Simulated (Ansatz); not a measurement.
**One shape, several levels: CH2BCl (SMILES B[C]Cl)**

Aim: a comparison of 6 runs (U-wB97M-V/STO-3G, UBHLYP/STO-3G, UHSE06/STO-3G, UBCCD(T)/STO-3G, UCCSDT(Q)/STO-3G, UCCSD(T)/STO-3G) of CH2BCl. 

Program for the calculation: Ansatz 0.2.0.

85 further runs of the same task are left out: 9 that didn't finish, 76 set aside as unsound or not needed.

## 1. The molecule

CH2BCl has 5 atoms, charge 0, and is taken as a triplet. SMILES: `B[C]Cl`. The Cl3–C2 distance was set to 3.256 Å, away from the relaxed value. At this shape a bond of the SMILES string is far longer than usual.

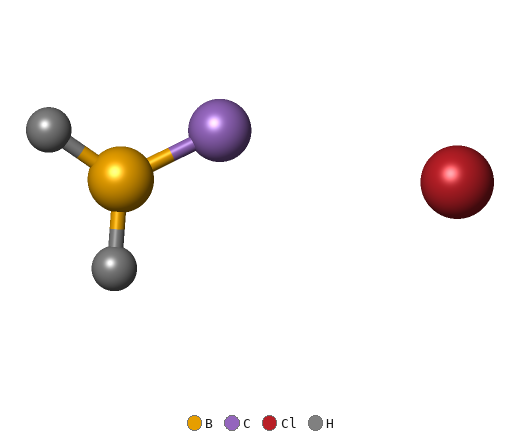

Viewed from a chosen angle; boron amber, carbon purple, chlorine red, hydrogen grey.

## 2. A single-point energy at U-wB97M-V/STO-3G (run 1)

in.yaml reads:

```yaml
crystal:
  periodic: [false, false, false]
  atoms:
    - {symbol: B, position_ang: [1.397386, 1.003384, -1.440786]}
    - {symbol: C, position_ang: [0.495766, 1.144894, -0.283536]}
    - {symbol: Cl, position_ang: [-1.470630, -0.583120, 1.652980]}
    - {symbol: H, position_ang: [1.558936, -0.051556, -1.938036]}
    - {symbol: H, position_ang: [1.951366, 1.942454, -1.863696]}
basis:
  gaussian:
    orbitals: STO-3G
total_charge: 0
magnetization:
  spin_polarized: true
  initial_magnetization: 2
hamiltonian:
  xc: {name: wB97M-V}
accuracy: high
```

Run with:

```bash
$ ansatz run in.yaml --threads 1 --pin off --max-ram 2610MiB --events-out events.jsonl --progress --plain --runs-dir runs
```

The log of the run:

```text
Warning: RAYON_NUM_THREADS=1 ignored (pool sized by the plan → 1); use --threads N
Functional definition: wB97M-V
  name "wB97M-V"
  parameter omega = 0.3/bohr
  parameter cx = 0.15
  parameter cx01 = 1.007
  parameter cx10 = 0.259
  parameter css00 = 0.443
  parameter css04 = -1.437
  parameter css10 = -4.535
  parameter css20 = -3.390
  parameter css43 = 4.278
  parameter cos00 = 1.000
  parameter cos10 = 1.358
  parameter cos20 = 2.924
  parameter cos21 = -8.812
  parameter cos60 = -1.390
  parameter cos61 = 9.142
  parameter b = 6.0
  parameter c = 0.01
  gx(w, u) = 1 - cx + cx01*u + cx10*w
  gss(w, u) = css00 + css04*u^4 + css10*w + css20*w^2 + css43*w^4*u^3
  gos(w, u) = cos00 + cos10*w + (cos20 + cos21*u)*w^2 + (cos60 + cos61*u)*w^6
  exchange = spin_sum(e_x_unif_sr(omega)*gx(b97_w, b97_u_x)) + cx*exact_x_sr(omega) + exact_x_lr(omega)
  correlation = spin_sum(e_c_pw_mod_same_spin*gss(b97_w, b97_u_same))
      + integral(e_c_pw_mod_opposite_spin*gos(b97_w_opposite, b97_u_opposite)) + vv10(b, c)
338 factors; integrals over basis functions are off by at most 1.5e-8 eV
158 factors; integrals over basis functions are off by at most 1.0e-9 eV
mean field evaluation 1: about -14096.5641 eV, gradient 1.2e1 eV
mean field evaluation 2: about -13933.9494 eV, gradient 4.5e1 eV
mean field evaluation 4: about -14100.7122 eV, gradient 7.5e0 eV
mean field evaluation 8: about -14100.8676 eV, gradient 1.1e1 eV
mean field evaluation 16: about -14103.5371 eV, gradient 3.0e-2 eV
mean field evaluation 32: about -14103.4499 eV, gradient 4.7e-1 eV
mean field -14103.53714185 eV, -518.2954302421 hartree, gradient 2.0e-8 eV, S^2 2.017402; 6 other end points of the search recorded, 0 dependent functions left out
reference -14103.53714431 eV, -518.2954303326 hartree; 16, 14 occupied and 5, 7 virtual orbitals, 338 factors
Total energy: -14103.53714431 eV, -518.2954303326 hartree
```

Run time: 27 s. Hardware: 1 thread of Arm Neoverse V2, shared host; peak memory 0.49 GiB.

## 3. The energy at UBHLYP/STO-3G (run 2)

input.yaml reads:

```yaml
crystal:
  periodic: [false, false, false]
  atoms:
    - {symbol: B, position_ang: [1.397386, 1.003384, -1.440786]}
    - {symbol: C, position_ang: [0.495766, 1.144894, -0.283536]}
    - {symbol: Cl, position_ang: [-1.470630, -0.583120, 1.652980]}
    - {symbol: H, position_ang: [1.558936, -0.051556, -1.938036]}
    - {symbol: H, position_ang: [1.951366, 1.942454, -1.863696]}
basis:
  gaussian: {orbitals: STO-3G}
magnetization: {spin_polarized: true, initial_magnetization: 2}
hamiltonian: {xc: {name: BHLYP}}
accuracy: high
```

Run with:

```bash
$ ansatz run input.yaml --threads 1 --pin off --max-ram 2610MiB --events-out events.jsonl --progress --plain --runs-dir runs
```

The log of the run:

```text
Warning: RAYON_NUM_THREADS=1 ignored (pool sized by the plan → 1); use --threads N
Functional definition: BHLYP
  name "BHLYP"
  parameter a = 0.5
  exchange = (1 - a)*b88_x + a*exact_x
  correlation = lyp_c
338 factors; integrals over basis functions are off by at most 1.5e-8 eV
mean field evaluation 1: about -14095.6409 eV, gradient 1.2e1 eV
mean field evaluation 2: about -13931.3764 eV, gradient 4.2e1 eV
mean field evaluation 4: about -14101.3870 eV, gradient 4.2e0 eV
mean field evaluation 8: about -14102.6105 eV, gradient 4.6e-1 eV
mean field evaluation 16: about -14102.6376 eV, gradient 3.8e-2 eV
mean field evaluation 32: about -14102.6378 eV, gradient 7.4e-5 eV
mean field evaluation 64: about -14102.5631 eV, gradient 9.1e-1 eV
mean field -14102.63779672 eV, -518.2623799181 hartree, gradient 6.8e-8 eV, S^2 2.234283; 6 other end points of the search recorded, 0 dependent functions left out
reference -14102.63781749 eV, -518.2623806817 hartree; 16, 14 occupied and 5, 7 virtual orbitals, 338 factors
Total energy: -14102.63781749 eV, -518.2623806817 hartree
```

Wall time 3.6 s (1 thread of Arm Neoverse V2, shared host); peak memory 0.13 GiB.

## 4. A single-point energy at UHSE06/STO-3G (run 3)

in.yaml, as its differences from that of step 2:

```diff
@@ -11,3 +11,2 @@
     orbitals: STO-3G
-total_charge: 0
 magnetization:
@@ -16,3 +15,3 @@
 hamiltonian:
-  xc: {name: wB97M-V}
+  xc: hse06
 accuracy: high
```

Run with:

```bash
$ ansatz run in.yaml --threads 1 --pin off --max-ram 2610MiB --events-out events.jsonl --progress --plain --runs-dir runs
```

The log of the run:

```text
Warning: RAYON_NUM_THREADS=1 ignored (pool sized by the plan → 1); use --threads N
Functional definition: HSE06
  name "HSE06"
  parameter a = 0.25
  parameter omega = 0.11/bohr
  exchange = pbe_x - a*pbe_x_sr(omega) + a*exact_x_sr(omega)
  correlation = pbe_c
338 factors; integrals over basis functions are off by at most 1.5e-8 eV
70 factors; integrals over basis functions are off by at most 5.7e-10 eV
mean field evaluation 1: about -14089.7652 eV, gradient 1.2e1 eV
mean field evaluation 2: about -13922.4112 eV, gradient 4.3e1 eV
mean field evaluation 4: about -14001.6539 eV, gradient 4.0e1 eV
mean field evaluation 8: about -14091.2678 eV, gradient 7.5e0 eV
mean field evaluation 16: about -14096.5079 eV, gradient 2.9e-3 eV
mean field evaluation 32: about -14096.4329 eV, gradient 9.7e-1 eV
mean field -14096.50785387 eV, -518.0371086734 hartree, gradient 7.8e-8 eV, S^2 2.205734; 6 other end points of the search recorded, 0 dependent functions left out
reference -14096.50785584 eV, -518.0371087458 hartree; 16, 14 occupied and 5, 7 virtual orbitals, 338 factors
Total energy: -14096.50785584 eV, -518.0371087458 hartree
```

Wall time 2.6 s (1 thread of Arm Neoverse V2, shared host); peak memory 0.13 GiB.

Runs 4 to 5 aren't shown in full; the table further down has their settings and results.

## 5. The energy at UCCSD(T)/STO-3G (run 6)

in.yaml, as its differences from that of step 4:

```diff
@@ -14,4 +14,7 @@
   initial_magnetization: 2
-hamiltonian:
-  xc: hse06
+correlation:
+  method: ccsd_t
+  frozen_orbitals: {B: 1, C: 1, Cl: 5, H: 0}
 accuracy: high
+scf:
+  omitted_lower_state_checks: [cluster_reference, increment]
```

Run with:

```bash
$ ansatz run in.yaml --threads 1 --pin off --max-ram 2610MiB --events-out events.jsonl --progress --plain --runs-dir runs
```

The log of the run:

```text
Warning: RAYON_NUM_THREADS=1 ignored (pool sized by the plan → 1); use --threads N
[... 17 lines left out ...]
7 core orbitals not correlated: weight in the atoms' cores, before any rotation towards them, 1.000 or more for the frozen orbitals, at most 0.000 for the correlated occupied ones
[... 143 lines left out ...]
Total energy: -14078.45283278 eV, -517.3735988867 hartree
Checks for a lower state left out: cluster_reference, increment
```

It took 1.1 s on 1 thread of Arm Neoverse V2, shared host.

## 6. Overview of the runs

```tsv
run	level	frozen core orbitals	energy (Eh)	⟨S²⟩	wall time
1	U-wB97M-V/STO-3G	–	-518.295430	2.017	27 s
2	UBHLYP/STO-3G	–	-518.262381	2.234	3.6 s
3	UHSE06/STO-3G	–	-518.037109	2.206	2.6 s
4	UBCCD(T)/STO-3G	7	-517.373578	2.991	1.3 s
5	UCCSDT(Q)/STO-3G	7	-517.374844	2.991	6.3 s
6	UCCSD(T)/STO-3G	7	-517.373599	2.991	1.1 s
```

## 7. Summary of results

| quantity | value |
| --- | --- |
| run 6: total energy | -517.37360 Eh |
| run 6: correlation energy (7 core orbitals frozen) | -65.0 mEh |
| run 6: (T) correction | -0.82 mEh |
| run 6: ⟨S²⟩ of the reference determinant | 2.991 |
| run 6: T1 diagnostic | 0.015 |

Totals of different functionals can't be ranked against each other. In runs 1, 2, 3, 4, 5, 6 the basis is minimal, so the values are rough. Spin contamination of the reference: run 4 ⟨S²⟩ = 2.99, run 5 ⟨S²⟩ = 2.99, run 6 ⟨S²⟩ = 2.99, run 2 ⟨S²⟩ = 2.23, run 3 ⟨S²⟩ = 2.21. Where it is this large, the reference is a mixture of spin states, and values that rest on it are in doubt. All runs together took 42 s, the longest 27 s.
